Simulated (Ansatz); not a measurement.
Input file:

```
crystal:
  periodic: [false, false, false]
  atoms:
    - {symbol: B, position_ang: [0.470426, -0.580127, 0.632856]}
    - {symbol: B, position_ang: [0.040699, 0.960028, -0.504547]}
    - {symbol: N, position_ang: [-0.723056, -0.064742, -0.090912]}
    - {symbol: H, position_ang: [-1.465484, -0.572314, -0.550749]}
    - {symbol: H, position_ang: [0.155761, 1.864970, -1.257176]}
    - {symbol: H, position_ang: [0.824499, -0.017257, 1.630364]}
    - {symbol: H, position_ang: [0.946617, -1.630548, 0.308100]}
basis:
  gaussian: {orbitals: def2-TZVPP}
magnetization: {spin_polarized: true, initial_magnetization: 1}
hamiltonian: {xc: pbe0, dispersion: d4}
output: {orbitals: {seedname: orbitals}}
```

Run with:

```sh
ansatz run in.yaml --threads 2 --pin off --events-out ev --progress --plain --max-ram 4352MiB
```

Geometry: PBE0-D4/def2-TZVP.

All numbers below come from Ansatz 0.2.0, UKS PBE0-D4/def2-TZVPP.

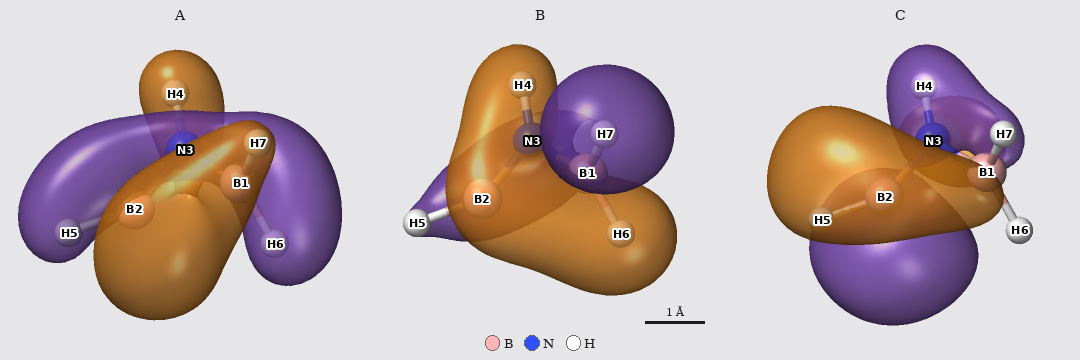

B2H4N (doublet). Three frontier orbitals at ±0.08 Å⁻³ᐟ² (orange and purple are the two phases), in no order.

**Which picture is the HOMO−1, the HOMO and the LUMO? All are α orbitals.**

B is the HOMO−1 (α) (−8.46 eV). Its weight (Hirshfeld) is mainly on B1 (about 25 %), N3 (about 25 %), H7 (about 20 %), B2 (about 15 %) and H6 (about 10 %). A is the HOMO (α) (−5.90 eV). It lies mainly on B2 (about 40 %), B1 (about 25 %), N3 (about 15 %) and H6 (about 5 %). C is the LUMO (α) (−0.76 eV). Its weight (Hirshfeld) is mainly on B2 (about 55 %), N3 (about 20 %), B1 (about 10 %) and H5 (about 10 %).

**What is the gap between the highest occupied and lowest empty α orbitals?**

5.14 eV between the orbital energies.
